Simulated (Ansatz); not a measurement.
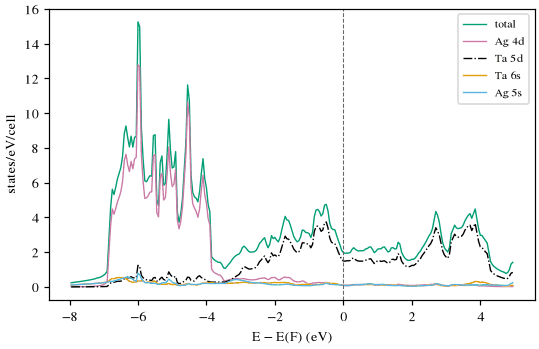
*Total and projected density of states of TaAg in space group Cmcm (No. 63; Ta on 4c, Ag on 4c), the program Ansatz at the r²SCAN level (PAW)*

### Question
Which orbitals carry the states next to the Fermi level?

### Answer
Within 0.5 eV of the Fermi level: Ta 5d 76 %, Ag 4d 6 %, Ta 6s 5 %, outside the projected shells 8 %. Projections are on Löwdin-orthogonalised atomic valence shells; empty p or d shells of many metals are not among them.

### Question
Where is the tallest occupied peak in this window, and what makes it?

### Answer
Near -6.0 eV, about 15 states/eV per cell; the largest projected share is Ag 4d.

The start of the workflow was typed in or built on a structure type; neither database checked (COD, Materials Project) lists it. Whether it is the stable phase at ambient conditions was not checked. The cell was relaxed with r²SCAN under the symmetry of its start; whether a distortion lowers the energy is not shown. The run is not spin-polarised. Its formation energy is positive at this level, so the cell may be metastable or incomplete. Scalar-relativistic: spin–orbit coupling is off unless named, which matters more the heavier the elements.

Potentials: the earlier of the program's two PAW sets.
